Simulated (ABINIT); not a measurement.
# A GW chain in ABINIT: CdSe (F-43m)

Wanted: ground state, empty states, screening and self-energy for CdSe (F-43m).

Calculated with ABINIT 10.8.3; PBE and many-body steps on it, plane waves.

**What was measured.**

- Gap 1.69 ± 0.02 eV: direct gap from (alpha E)^2 extrapolation; spectroscopic ellipsometry; 300 K; film (fully relaxed MBE film, 304 nm) on GaAs(100) (“Band gap bowing of binary alloys: Experimental results compared to theoretical tight-binding supercell calculations for CdZnSe”, 2010, arxiv:1007.2297).

## (1) The structure

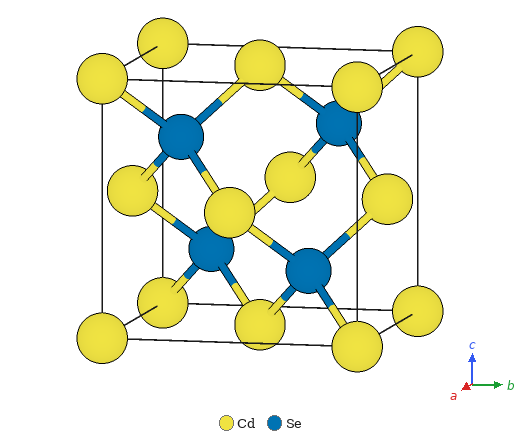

The starting structure, seen slightly off an axis (cadmium yellow, selenium blue). This picture shows the conventional cell, with its axes. Bonds to atoms that aren't drawn are left out. Some periodic images of atoms are drawn too.

 The runs that relaxed it are not among those shown.

## (2) Ground state

This step: ABINIT 10.8.3; DFT, PBE, plane waves, norm-conserving pseudopotentials.

The ground-state density comes first.

File run.abi:

```
acell 3*1.0 Angstrom
rprim 
  -0.000000000000 3.025000000000 3.025000000000
  3.025000000000 0.000000000000 3.025000000000
  3.025000000000 3.025000000000 -0.000000000000
ntypat 2
znucl 48 34
natom 2
typat 1 2
xred 
  0.000000000000 0.000000000000 0.000000000000
  0.750000000000 0.750000000000 0.750000000000
pp_dirpath "pseudos"
pseudos "Cd.upf, Se.upf"
ecut 48
ngkpt 6 6 6
nshiftk 1
shiftk 0 0 0
kptopt 1
chksymbreak 0
nband 27
occopt 1
tolvrs 1e-10
nstep 60
prtwf 0
optforces 0
optstress 0
indata_prefix "in"
outdata_prefix "out"
tmpdata_prefix "tmp"
```

Started as:

```sh
OMP_NUM_THREADS=1 mpirun -n 4 abinit run.abi > log
```

Numbers of over 12 decimals in the logs are rounded to 6 here.

The program printed:

```text
.Version 10.8.3 of ABINIT. v10.8.2 released Aug 2026.

 Symmetries : space group F-4 3 m (#216); Bravais cF (face-center cubic)
================================================================================
 Values of the parameters that define the memory need of the present run
     intxc =       0    ionmov =       0      iscf =       7    lmnmax =       6
     lnmax =       6     mgfft =      54  mpssoang =       3    mqgrid =    3001
     natom =       2  nloc_mem =       1    nspden =       1   nspinor =       1
    nsppol =       1      nsym =      24    n1xccc =    2501    ntypat =       2
    occopt =       1   xclevel =       2
-    mband =          27        mffmem =           1         mkmem =           4
       mpw =        5978          nfft =      157464          nkpt =          16
================================================================================
  Rough estimation (10% accuracy) of disk space for files :
================================================================================

--------------------------------------------------------------------------------
------------- Echo of variables that govern the present computation ------------
--------------------------------------------------------------------------------
 -outvars: echo values of preprocessed input variables --------
            acell      1.8897261259E+00  1.8897261259E+00  1.8897261259E+00 Bohr

      chksymbreak           0
             ecut      4.80000000E+01 Hartree
-          fftalg         312

              ixc     -101130
              kpt      0.00000000E+00  0.00000000E+00  0.00000000E+00
                       1.66666667E-01  0.00000000E+00  0.00000000E+00
                       3.33333333E-01  0.00000000E+00  0.00000000E+00
                       5.00000000E-01  0.00000000E+00  0.00000000E+00
                       1.66666667E-01  1.66666667E-01  0.00000000E+00
                       3.33333333E-01  1.66666667E-01  0.00000000E+00
                       5.00000000E-01  1.66666667E-01  0.00000000E+00
                      -3.33333333E-01  1.66666667E-01  0.00000000E+00
                      -1.66666667E-01  1.66666667E-01  0.00000000E+00
   [... 5 further rows ...]
                      -3.33333333E-01  3.33333333E-01  1.66666667E-01
                      -3.33333333E-01  5.00000000E-01  1.66666667E-01
         kptrlatt        6    0    0      0    6    0      0    0    6
          kptrlen      4.85054451E+01
P           mkmem           4
            natom           2
            nband          27
            ngfft          54      54      54
             nkpt          16
            nstep          60
             nsym          24
           ntypat           2
              occ      2.000000  2.000000  2.000000  2.000000  2.000000  2.000000
                       2.000000  2.000000  2.000000  2.000000  2.000000  2.000000
                       2.000000  2.000000  2.000000  2.000000  2.000000  2.000000
                       2.000000  2.000000  2.000000  2.000000  0.000000  0.000000
[...]
optforces           0
        optstress           0
            prtwf           0
            rprim     -0.0000000000E+00  3.0250000000E+00  3.0250000000E+00
[...]
spgroup         216

           tolvrs      1.00000000E-10

             xred      0.0000000000E+00  0.0000000000E+00  0.0000000000E+00
[...]
znucl       48.00000   34.00000

================================================================================

 chkinp: Checking input parameters for consistency.

================================================================================
== DATASET  1 ==================================================================
-   mpi_nproc: 4, omp_nthreads: 1 (-1 if OMP is not activated)

--- !DatasetInfo
iteration_state: {dtset: 1, }
dimensions: {natom: 2, nkpt: 16, mband: 27, nsppol: 1, nspinor: 1, nspden: 1, mpw: 5978, }
cutoff_energies: {ecut:  48.0, pawecutdg:  -1.0, }
electrons: {nelect:   4.40000000E+01, charge:   0.00000000E+00, occopt:   1.00000000E+00, tsmear:   1.00000000E-02, }

 Real(R)+Recip(G) space primitive vectors, cartesian coordinates (Bohr,Bohr^-1):
 R(1)=  0.0000000  5.7164215  5.7164215  G(1)= -0.0874673  0.0874673  0.0874673
 R(2)=  5.7164215  0.0000000  5.7164215  G(2)=  0.0874673 -0.0874673  0.0874673
 R(3)=  5.7164215  5.7164215  0.0000000  G(3)=  0.0874673  0.0874673 -0.0874673
 Unit cell volume ucvol=  3.7359644E+02 bohr^3
 Angles (23,13,12)=  6.00000000E+01  6.00000000E+01  6.00000000E+01 degrees

 getcut: wavevector=  0.0000  0.0000  0.0000  ngfft=  54  54  54
         ecut(hartree)=     48.000   => boxcut(ratio)=   2.14248

--- Pseudopotential description ------------------------------------------------
- Cd Generated using ONCVPSP code by D. R. Hamann
- 48.00000  20.00000  171031                  znucl, zion, pspdat
12 -101130 2 -1 1368                          pspcod,pspxc,lmax,lloc,mmax
     nproj     2     2     2
  pspatm : epsatm=   19.67729986
         --- l  ekb(1:nproj) -->
[...]
pspatm: atomic psp has been read  and splines computed

- Se Generated using ONCVPSP code by D. R. Hamann
- 34.00000  24.00000  171031                  znucl, zion, pspdat
12 -101130 2 -1 1214                          pspcod,pspxc,lmax,lloc,mmax
     nproj     2     2     2
  pspatm : epsatm=   25.39064422
         --- l  ekb(1:nproj) -->
[...]
pspatm: atomic psp has been read  and splines computed

   1.98298954E+03                                ecore*ucvol(ha*bohr**3)
--------------------------------------------------------------------------------

_setup2: Arith. and geom. avg. npw (full set) are    5930.014    5930.001

================================================================================

--- !BeginCycle
iteration_state: {dtset: 1, }
solver: {iscf: 7, nstep: 60, nline: 4, wfoptalg: 0, }
tolerances: {tolvrs: 1.00E-10, }

     iter   Etot(hartree)      deltaE(h)  residm     vres2
 ETOT  1  -511.97248319212    -5.120E+02 1.783E+00 5.151E+02
 ETOT  2  -513.43493119988    -1.462E+00 2.693E-02 3.315E+02
 ETOT  3  -513.46959940705    -3.467E-02 2.477E-03 1.003E+01
 ETOT  4  -513.46997818336    -3.788E-04 1.466E-03 3.137E+00
 ETOT  5  -513.47021929381    -2.411E-04 5.949E-03 2.651E-02
 ETOT  6  -513.47022264738    -3.354E-06 6.327E-04 3.361E-03
 ETOT  7  -513.47022281944    -1.721E-07 1.647E-04 1.614E-03
 ETOT  8  -513.47022292656    -1.071E-07 8.203E-05 5.732E-05
 ETOT  9  -513.47022293231    -5.752E-09 1.667E-05 6.445E-06
 ETOT 10  -513.47022293283    -5.268E-10 1.695E-05 5.962E-09
 ETOT 11  -513.47022293284    -5.002E-12 3.335E-06 4.526E-10
 ETOT 12  -513.47022293284     4.547E-13 3.441E-06 5.679E-11

 At SCF step   12       vres2   =  5.68E-11 < tolvrs=  1.00E-10 =>converged.

--- !ResultsGS
iteration_state: {dtset: 1, }
comment   : Summary of ground state results
lattice_vectors:
- [ -0.0000000,   5.7164215,   5.7164215, ]
- [  5.7164215,   0.0000000,   5.7164215, ]
- [  5.7164215,   5.7164215,  -0.0000000, ]
lattice_lengths: [   8.08424,    8.08424,    8.08424, ]
lattice_angles: [ 60.000,  60.000,  60.000, ] # degrees, (23, 13, 12)
lattice_volume:   3.7359644E+02
convergence: {deltae:  4.547E-13, res2:  5.679E-11, residm:  3.441E-06, diffor:  0.000E+00, }
etotal    :  -5.13470223E+02
entropy   :   0.00000000E+00
fermie    :   1.85907650E-01
cartesian_stress_tensor: null
pressure_GPa: null
xred      :
- [  0.0000E+00,   0.0000E+00,   0.0000E+00, Cd]
- [  7.5000E-01,   7.5000E-01,   7.5000E-01, Se]
cartesian_forces: null
force_length_stats: {min: null, max: null, mean: null, }

 Integrated electronic density in atomic spheres:
 ------------------------------------------------
 Atom  Sphere_radius  Integrated_density
    1        2.00000         17.17780955
    2        2.00000         21.24822845
================================================================================

 ----iterations are completed or convergence reached----

 Mean square residual over all n,k,spin=   79.684E-10; max=  34.406E-07
 reduced coordinates (array xred) for    2 atoms
       0.000000000000      0.000000000000      0.000000000000
       0.750000000000      0.750000000000      0.750000000000
 rms dE/dt=  0.0000E+00; max dE/dt=  0.0000E+00; dE/dt below (all hartree)
    1       0.000000000000      0.000000000000      0.000000000000
    2       0.000000000000      0.000000000000      0.000000000000

 cartesian coordinates (angstrom) at end:
    1      0.000000     0.000000     0.000000
    2      4.537500     4.537500     4.537500
 length scales=  1.889726125908  1.889726125908  1.889726125908 bohr
              =  1.000000000000  1.000000000000  1.000000000000 angstroms
 prteigrs : about to open file out_EIG
 Fermi (or HOMO) energy (hartree) =   0.18591   Average Vxc (hartree)=  -0.34586
 Eigenvalues (hartree) for nkpt=  16  k points:
 kpt#   1, nband= 27, wtk=  0.00463, kpt=  0.0000  0.0000  0.0000 (reduced coord)
  -7.42416   -5.19971   -5.19971   -5.19971   -3.55260   -2.12118   -2.12118   -2.12118
  -1.53091   -1.53091   -1.53091   -1.53078   -1.53078   -0.28021   -0.10771   -0.10771
  -0.10771   -0.09334   -0.09334    0.18591    0.18591    0.18591    0.20941    0.40450
   0.40450    0.40450    0.54813
 prteigrs : prtvol=0 or 1, do not print more k-points.

--- !EnergyTerms
iteration_state     : {dtset: 1, }
comment             : Components of total free energy in Hartree
kinetic             :  2.08094230499400E+02
hartree             :  2.09158217344756E+02
xc                  : -5.30494037485841E+01
Ewald energy        : -2.29369190464634E+02
psp_core            :  5.30783835888090E+00
local_psp           : -5.77272126421859E+02
non_local_psp       : -7.63397885007981E+01
total_energy        : -5.13470222932838E+02
total_energy_eV     : -1.39722365620354E+04
band_energy         : -8.20374146030244E+01

== END DATASET(S) ==============================================================
================================================================================

 -outvars: echo values of variables after computation  --------
           etotal     -5.1347022293E+02
            nband          27
             nkpt          16
          spgroup         216
 [... the other variables as echoed above ...]

 Calculation completed.
```

The job ended after 32 s (4 MPI ranks of Intel Xeon Platinum 8488C (Sapphire Rapids), shared host; peak memory 0.45 GiB).

This step gave:

- total energy: -13972.2366 eV
- gap: 0.6395 eV
- k of the valence top: 0, 0, 0
- k of the conduction bottom: 0, 0, 0
- least direct gap: 0.6395 eV

The gap is direct, at Γ.

(Continued in part 2 of 3.)

[Paths, hosts, dates, memory and timing lines, banners, echoed tables and standing remarks are left out of the program output.]

[Logs are printed without paths, hosts, clocks, repeated set-up lines and the standing remarks that a program may print on its own settings, such as how far it seeks lower states.]

[Runs of the session that timed out or met a known fault of the program may be left out.]

[Hosts, paths, dates, database ids (printed as entryN), source tags and the programs' standing remarks are cut or masked in the printed files.]

[G0W0 gaps are taken among the corrected bands and points alone; a level outside them can change the order at an edge.]

[Where Ansatz stands beside ABINIT at settings called matched, ABINIT's density can come from a denser mesh and the files from another edition; pairs whose starting gaps differed by over 0.03 eV were left out, so agreement reads better than it is.]
